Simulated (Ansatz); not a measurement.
# AlClFH₃ (built from SMILES F.[AlH2][Cl]): Born-Oppenheimer dynamics

Aim: follow the atoms for 40 steps of 0.25 fs at constant energy, with velocities drawn for 300 K, and see to which side of the barrier the system falls.

Computed with Ansatz 0.2.0, Gaussian basis. Level: CAM-B3LYP-D4/def2-SVP.

## Step 1: Where the work starts

The start, a first-order saddle point found at PBE0-D4 in triple zeta: 6 atoms, charge 0, spin multiplicity 1.

Atoms are counted from 1 here; the program's logs count them from 0.

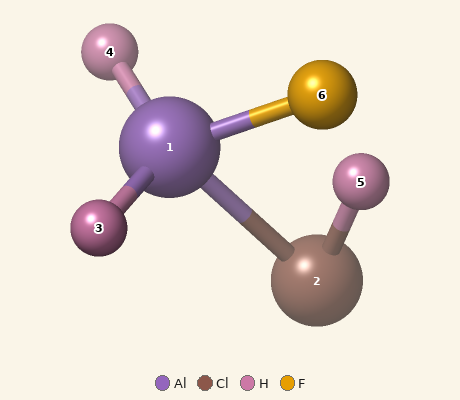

As it starts; aluminium purple, chlorine brown, hydrogen pink, fluorine amber; atoms are numbered from 1 in the order of the file.

Coordinates:

```xyz
6
charge 0, multiplicity 1
Al   -0.64499   -0.08175   -0.15630
Cl    1.42505    1.03552   -0.53102
H    -0.93043   -1.03870   -1.37095
H    -1.64101    0.91789    0.53742
H     1.30608   -0.01137    0.49791
F     0.48529   -0.82148    1.02294
```

## Step 2: Dynamics

md/in.yaml

```yaml
crystal:
  periodic: [false, false, false]
  atoms:
    - {symbol: Al, position_ang: [-0.644988, -0.081755, -0.156296]}
    - {symbol: Cl, position_ang: [1.425052, 1.035522, -0.531019]}
    - {symbol: H, position_ang: [-0.930427, -1.038705, -1.370953]}
    - {symbol: H, position_ang: [-1.641013, 0.917888, 0.537419]}
    - {symbol: H, position_ang: [1.306085, -0.011367, 0.497913]}
    - {symbol: F, position_ang: [0.485291, -0.821483, 1.022936]}
basis:
  gaussian: {orbitals: def2-SVP}
hamiltonian: {xc: {name: CAM-B3LYP}, dispersion: d4}
md: {n_steps: 40, timestep: 0.25, temperature: 300, ensemble: nve, seed: 298, initial_velocities: maxwell_boltzmann}
```

On the command line:

```
$ ansatz run in.yaml --threads 2 --pin off --events-out ev --progress --plain --max-ram 4352MiB
```

**Question.** What will these runs give? Wanted: temperature at the start; mean temperature, second half; lowest and highest potential energy, from the first frame; largest change of potential + kinetic.

As calculated:

```
                                                 quantity              value
                                                   length  40 steps, 10.0 fs
                                 temperature at the start              300 K
                            mean temperature, second half              133 K
lowest and highest potential energy, from the first frame      0 and 103 meV
                    largest change of potential + kinetic            0.0 meV
```

In words: By the last frame it has not clearly left the saddle region. With no thermostat the total energy should stay fixed; it holds within 0.0 meV, small beside the kinetic energy, so the time step serves. With 6 atoms the instant temperature spans 101 to 300 K.
